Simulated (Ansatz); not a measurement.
Fields on a plane of BN (h-BN type, space group P6_3/mmc)

```yaml
crystal:
  lattice:
    - [2.49985, 0.00000, 0.00000]
    - [-1.24992, 2.16493, 0.00000]
    - [0.00000, 0.00000, 6.41293]
  atoms:
    - { symbol: B, position: [0.33333, 0.66667, 0.25000] }
    - { symbol: B, position: [0.66667, 0.33333, 0.75000] }
    - { symbol: N, position: [0.33333, 0.66667, 0.75000] }
    - { symbol: N, position: [0.66667, 0.33333, 0.25000] }
```

The slice is a (1 -1 0 0) plane (indices of the conventional cell) through the point (0.667, 0.333, 0.250) (fractional), spanned by u = [110] and v = [001] in vectors of this cell: u (2.50 Å) and v (6.41 Å, at 90° to u). It covers one period; positions are fractions (u, v).

Atoms on it: B at (0.00, 0.50); N at (0.00, 0.00). Other atoms lie within 1 Å of the plane.

All values below come from PBEsol-D3(BJ) (plane waves to 420 eV, PAW, scalar-relativistic; Ansatz, an electronic-structure program). k mesh 15×15×5. Near the nuclei the fields are pseudised (PAW); where an atom keeps semicore shells as valence, they peak there. BN was relaxed with its symmetry unable to fall. The PAW data are Ansatz's earlier set.

| v \ u | 0.00 | 0.18 | 0.36 | 0.55 | 0.73 | 0.91 |
|---|---|---|---|---|---|---|
| 0.93 | 0.179 | 0.066 | 0.039 | 0.050 | 0.036 | 0.136 |
| 0.86 | 0.033 | 0.031 | 0.052 | 0.062 | 0.039 | 0.032 |
| 0.79 | 0.042 | 0.044 | 0.051 | 0.054 | 0.047 | 0.042 |
| 0.71 | 0.080 | 0.066 | 0.047 | 0.043 | 0.055 | 0.076 |
| 0.64 | 0.175 | 0.110 | 0.040 | 0.028 | 0.068 | 0.155 |
| 0.57 | 0.339 | 0.144 | 0.029 | 0.020 | 0.062 | 0.270 |
| 0.50 | 0.001 | 0.003 | 0.010 | 0.014 | 0.006 | 0.001 |
| 0.43 | 0.339 | 0.144 | 0.029 | 0.020 | 0.062 | 0.270 |
| 0.36 | 0.175 | 0.110 | 0.040 | 0.028 | 0.068 | 0.155 |
| 0.29 | 0.080 | 0.066 | 0.047 | 0.043 | 0.055 | 0.076 |
| 0.21 | 0.042 | 0.044 | 0.051 | 0.054 | 0.047 | 0.042 |
| 0.14 | 0.033 | 0.031 | 0.052 | 0.062 | 0.039 | 0.032 |
| 0.07 | 0.179 | 0.066 | 0.039 | 0.050 | 0.036 | 0.136 |
| 0.00 | 0.089 | 0.049 | 0.006 | 0.002 | 0.019 | 0.078 |

Values: density of the lowest conduction band (whole band as if filled, smooth part) in e/Å³. 

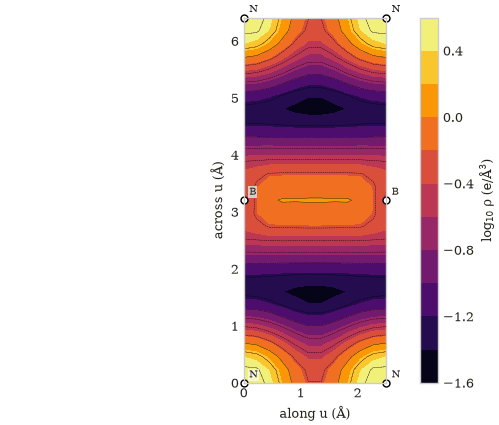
Fig. 1. Log₁₀ of the valence density in e/Å³, one period of the plane, atoms marked. The scale is logarithmic, as a density can span decades between atoms and voids.

Element round which the density of the highest valence band (whole band, smooth part) is largest on this plane: N
